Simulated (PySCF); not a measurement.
F2GeH3 (SMILES [F][GeH3-][F]) (charge −1)

The calculation's input:

```
{"job": {"kind": "sp", "xc": "wB97X", "basis": "ma-def2-TZVP", "d3": "d3bj", "grid": 2}, "charge": -1, "multiplicity": 1}
F     -1.126372     1.032441    -0.015028
Ge     0.203142    -0.334267    -0.017378
F      1.384618     1.058841    -0.046288
H     -0.398330    -0.832864     1.341402
H     -0.456879    -0.869501    -1.335343
H      1.495120    -1.314034    -0.035397
```

Command:

```sh
OMP_NUM_THREADS=1 python redox_run.py task.json out
```

Geometry: PBE0-D3(BJ)/ma-def2-SVP.

The calculation used DFT single point, gas phase, functional wB97X (PySCF).

What will maps of the electron density and electron localisation function show?

Answer. Ge–F (1.83 Å): ρ at the midpoint is about 0.79 e/Å³; the ELF peaks at about 0.80 in the valence shell of F, 0.5 Å from its nucleus, and is about 0.25 at the midpoint.
Ge–F (1.91 Å): ρ at the midpoint is about 0.66 e/Å³; the ELF peaks at about 0.80 in the valence shell of F, 0.5 Å from its nucleus, and is about 0.25 at the midpoint.

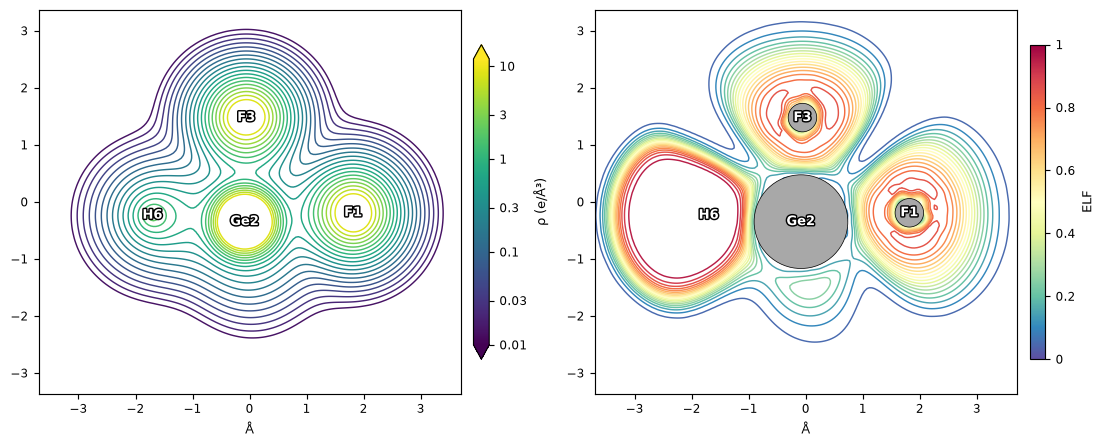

Computed electron density and electron localisation function on the plane of atoms F1, Ge2 and H6, in this order. Grey discs cover the atomic cores in the ELF map. 
